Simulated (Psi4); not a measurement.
# H3O+ (oxonium) at OMP2/aug-cc-pVTZ (density fitting for correlation)

What is the energy change on altering one bond length of H3O+ (oxonium) at OMP2/aug-cc-pVTZ (density fitting for correlation)? 

Program for the calculation: Psi4 1.11.

1 further run of the same task is left out (set aside as unsound or not needed).

## (1) The system as given

The species is H3O+ (4 atoms), meant as a singlet with charge +1. As SMILES, `[OH3+]`. The shape is that of a PBE0-D4/def2-TZVP optimisation.

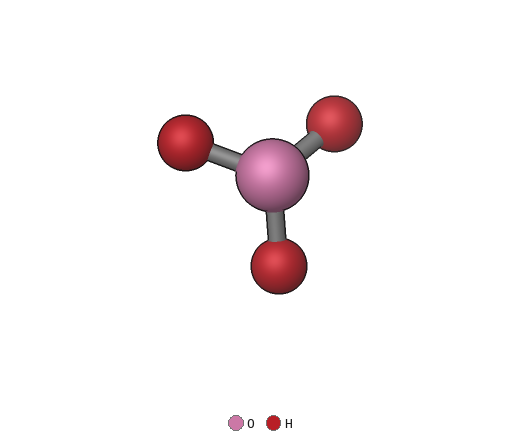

Viewed from a chosen angle; oxygen pink, hydrogen red.

## (2) The energy at OMP2/aug-cc-pVTZ (density fitting for correlation)

File job.json:

```json
{
 "schema_name": "qcschema_input",
 "schema_version": 1,
 "molecule": {
  "schema_name": "qcschema_molecule",
  "schema_version": 2,
  "symbols": ["O", "H", "H", "H"],
  "geometry": [0.34387346, -0.10714747, -0.09970195, 0.4139634, 1.73560006, 0.02861045, -0.77269012, -0.69596723, -1.45013803, 0.01485325, -0.93248536, 1.52126732],
  "molecular_charge": 1,
  "molecular_multiplicity": 1,
  "fix_symmetry": "c1",
  "fix_com": true,
  "fix_orientation": true
 },
 "driver": "energy",
 "model": {
  "method": "omp2",
  "basis": "aug-cc-pVTZ"
 },
 "keywords": {
  "puream": true,
  "e_convergence": 1e-09,
  "d_convergence": 1e-08,
  "scf_type": "pk",
  "num_frozen_docc": 1
 }
}
```

On the command line:

```
$ psi4 --qcschema job.json -n 1 --memory 2200MB
```

stdout:

```text
[...]
  Running in c1 symmetry.
[...]
  Nuclear repulsion =   13.956307389084099
[...]
  Multiplicity = 1
[...]
  Nalpha       = 5
  Nbeta        = 5
[...]
    Number of basis functions: 115
[...]
   @RHF iter   1:   -76.29638461384850    1.00932e-03   2.66596e-03 DIIS/ADIIS
[...]
   @RHF iter   9:   -76.33987677848899   -4.63274e-12   4.04122e-09 DIIS
[...]
    Orbital Energies [Eh]
    ---------------------
    Doubly Occupied:
       1A    -21.000931     2A     -1.798453     3A     -1.134162
       4A     -1.134131     5A     -0.951389
[...]
  @RHF Final Energy:   -76.33987677848899
   => Energetics <=
    Nuclear Repulsion Energy =             13.9563073890840990
    One-Electron Energy =                -128.5542347493206989
    Two-Electron Energy =                  38.2580505817476109
    Total Energy =                        -76.3398767784889856
[...]
 Multipole Moments:
 ------------------------------------------------------------------------------------
     Multipole            Electronic (a.u.)      Nuclear  (a.u.)        Total (a.u.)
 ------------------------------------------------------------------------------------
 L = 1.  Multiply by 2.5417464519 to convert [e a0] to [Debye]
 Dipole X            :         -2.7059931            2.4071142           -0.2988789
 Dipole Y            :          0.8431863           -0.7500323            0.0931540
 Dipole Z            :          0.7845263           -0.6978759            0.0866504
 Magnitude           :                                                    0.3248301
[...]
	Warning: cc_lambda option is changed to TRUE
	For this residual convergence, default PCG convergence is:     1.00e-07
[...]
	DF-MP2 Total Energy (a.u.)         :   -76.60003903765657
[...]
	DF-MP2 Total Energy (a.u.)         :   -76.60152988776120
[...]
	DF-OMP2 Total Energy (a.u.)        :   -76.60152988776110
[...]
```

The result, in JSON:

```text
{
 "driver": "energy",
 "model": {
  "method": "omp2",
  "basis": "aug-cc-pVTZ"
 },
 "success": true,
 "return_result": -76.6015298877611,
 "properties": {
  "calcinfo_nbasis": 115,
  "calcinfo_nmo": 115,
  "calcinfo_nalpha": 5,
  "calcinfo_nbeta": 5,
  "calcinfo_natom": 4,
  "nuclear_repulsion_energy": 13.956307389084099,
  "return_energy": -76.6015298877611,
  "scf_one_electron_energy": -128.5542347493207,
  "scf_two_electron_energy": 38.25805058174761,
  "scf_dipole_moment": [-0.2988789224929973, 0.09315398606811132, 0.08665044852737469],
  "scf_total_energy": -76.33987677848899,
  "scf_iterations": 9,
  "mp2_singles_energy": 0.0,
  "mp2_doubles_energy": -0.2601622591675918,
  "mp2_correlation_energy": -0.2601622591675863,
  "mp2_total_energy": -76.60003903765657
 }
}
```

It took 12 s on 1 thread of Intel Xeon Platinum 8259CL at 2.50GHz (Skylake/Cascade Lake), shared host; peak memory 0.54 GiB.

## (3) The distorted shape, same level

File calc.inp:

```
memory 2200 mb

molecule {
  1 1
  O      0.270577    -0.009973     0.054407
  H      0.307667     0.965167     0.122307
  H     -0.408890    -0.368290    -0.767380
  H      0.096467    -0.446723     0.912187
  units angstrom
  symmetry c1
}

set {
  basis aug-cc-pVTZ
  puream true
  e_convergence 1e-09
  d_convergence 1e-08
  scf_type pk
  num_frozen_docc 1
}

E, wfn = energy("omp2", return_wfn=True)
```

On the command line:

```
$ psi4 calc.inp calc.out -n 1
```

calc.out:

```text
[...]
  Running in c1 symmetry.
[...]
  Nuclear repulsion =   13.346052362838488
[...]
  Multiplicity = 1
[...]
  Nalpha       = 5
  Nbeta        = 5
[...]
    Number of basis functions: 115
[...]
   @RHF iter   1:   -76.27755939466252   -7.92399e-02   2.63740e-03 DIIS/ADIIS
[...]
   @RHF iter  10:   -76.32165272825117   -3.04112e-12   1.99711e-09 DIIS
[...]
    Orbital Energies [Eh]
    ---------------------
    Doubly Occupied:
       1A    -20.994849     2A     -1.764456     3A     -1.119053
       4A     -1.074948     5A     -0.933053
[...]
  @RHF Final Energy:   -76.32165272825117
   => Energetics <=
    Nuclear Repulsion Energy =             13.3460523628384884
    One-Electron Energy =                -127.5626922760142037
    Two-Electron Energy =                  37.8949871849245596
    Total Energy =                        -76.3216527282511521
[...]
 Multipole Moments:
 ------------------------------------------------------------------------------------
     Multipole            Electronic (a.u.)      Nuclear  (a.u.)        Total (a.u.)
 ------------------------------------------------------------------------------------
 L = 1.  Multiply by 2.5417464519 to convert [e a0] to [Debye]
 Dipole X            :         -0.0215693           -0.6435382           -0.6651075
 Dipole Y            :         -0.0244021            0.1419298            0.1175277
 Dipole Z            :         -0.0494297            0.0818863            0.0324566
 Magnitude           :                                                    0.6761909
[...]
	Warning: cc_lambda option is changed to TRUE
	For this residual convergence, default PCG convergence is:     1.00e-07
[...]
	DF-MP2 Total Energy (a.u.)         :   -76.58649303659755
[...]
	DF-MP2 Total Energy (a.u.)         :   -76.58824850424108
[...]
	DF-OMP2 Total Energy (a.u.)        :   -76.58824850424091
[...]
```

Wall time 13 s (1 thread of Intel Xeon Platinum 8259CL at 2.50GHz (Skylake/Cascade Lake), shared host); peak memory 0.55 GiB.

## (4) Outcome

Level: OMP2/aug-cc-pVTZ (density fitting for correlation), 1 core orbital frozen.

| quantity | value |
| --- | --- |
| first shape: total energy | -76.60153 Eh |
| first shape: HOMO energy (Hartree–Fock orbitals) | -25.89 eV |
| first shape: LUMO energy (Hartree–Fock orbitals) | -4.67 eV |
| first shape: HOMO–LUMO gap (Hartree–Fock orbitals) | 21.22 eV |
| first shape: correlation energy (1 core orbital frozen) | -261.7 mEh |
| distorted shape: total energy | -76.58825 Eh |
| distorted shape: HOMO energy (Hartree–Fock orbitals) | -25.39 eV |
| distorted shape: LUMO energy (Hartree–Fock orbitals) | -4.92 eV |
| distorted shape: HOMO–LUMO gap (Hartree–Fock orbitals) | 20.47 eV |
| distorted shape: correlation energy (1 core orbital frozen) | -266.6 mEh |
| energy change with the O1–H3 bond stretched from 0.978 to 1.125 Å | 0.361 eV |

**Reading.** With the O1–H3 bond stretched from 0.978 to 1.125 Å the energy rises by 0.36 eV (8.3 kcal/mol). The first shape isn't relaxed at this level, so the change isn't measured from a minimum.
